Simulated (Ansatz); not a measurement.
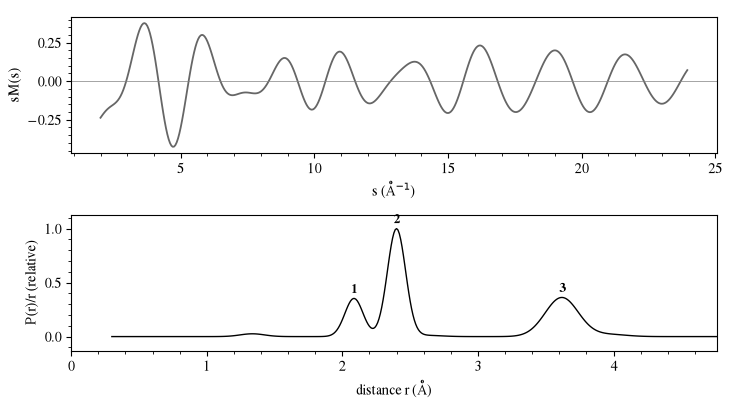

Simulated gas electron diffraction: reduced molecular intensity sM(s) from the Debye equation in the first Born approximation (top) and the radial distribution curve (bottom) of HS2Te (spin multiplicity 2). Each pair of atoms contributes with weight ZᵢZⱼ/r; damping constant 0.001 Å²; vibrational amplitudes assumed, not computed: 0.05 Å for bonds, 0.078 Å for bonds to H, 0.06 + 0.015 r up to 0.15 Å for other pairs. The geometry is the end point of an optimisation (Ansatz 0.2.0, UHF/def2-SVP); it may be a saddle point or a higher isomer.

Question: Which pairs of atoms lie under the numbered peaks? Mark bonded pairs by – and others by ···.

Answer: Peak 1, 2.09 Å: S–S 2.09 Å
Peak 2, 2.40 Å: Te–S 2.40 Å
Peak 3, 3.62 Å: Te···S 3.62 Å
